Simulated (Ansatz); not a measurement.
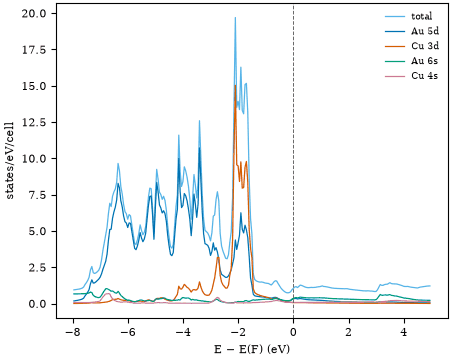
Figure: Total and projected density of states of CuAu$_{3}$ (Cu3Au type, Pm-3m), the program Ansatz at the PBEsol level (PAW)

Problem. Which orbitals carry the states next to the Fermi level?

Solution. Within 0.5 eV of the Fermi level: Au 6s 31 %, Au 5d 26 %, Cu 3d 10 %, Cu 4s 9 %, outside the projected shells 24 %. Projections are on Löwdin-orthogonalised atomic valence shells; empty p or d shells of many metals are not among them.

Problem. Where is the tallest occupied peak in this window, and what makes it?

Solution. Near -2.1 eV, about 20 states/eV per cell; the largest projected share is Cu 3d.

The first step of the workflow began from a Materials Project structure, measured or hypothetical; the Crystallography Open Database files this formula in space group No. 221, but the cells were not matched. Whether it is the stable phase at ambient conditions was not checked. The PBEsol relaxation kept the symmetry of its start; of distortions, only those at the zone centre were tested. No spin polarisation was allowed. Spin–orbit coupling is left out wherever it is not named.

Potentials: the later of the program's two PAW sets.
